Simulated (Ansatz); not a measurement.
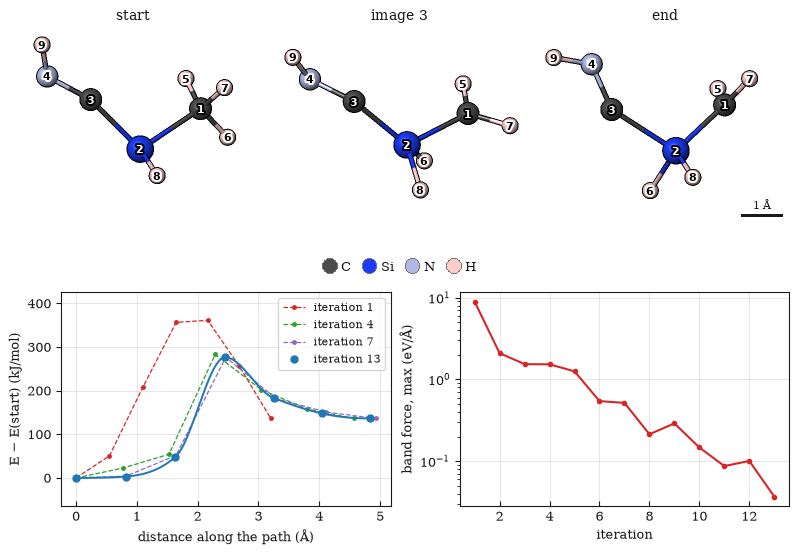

A search for the minimum-energy path of C2H5NSi by the nudged elastic band. Images are numbered from 0 (start) to 6 (end). The plot follows the band through its iterations. The picture is a ball-and-stick view, seen at a tilt.

These are results of UKS B3LYP/cc-pVDZ (Ansatz 0.2.0), not measurements. Set-up: 5 movable images; climbing image; force threshold 0.05 eV/Å; iteration limit 60; starting path through a guess of the saddle point.

> How did the profile develop, and is the result final?

The result is final at these settings. The band converged in 13 iterations. The largest component of the band force went from 8.9 to 0.037 eV/Å. The climbing image converged on the top of the path. Its vibrational analysis gives one imaginary mode (1559i cm⁻¹), as a transition state must have. The first iteration put the highest image at 361.3 kJ/mol. The highest point, image 3, lies 276.6 kJ/mol above the start and 140.3 kJ/mol above the end; the end is at +136.4 kJ/mol relative to the start.
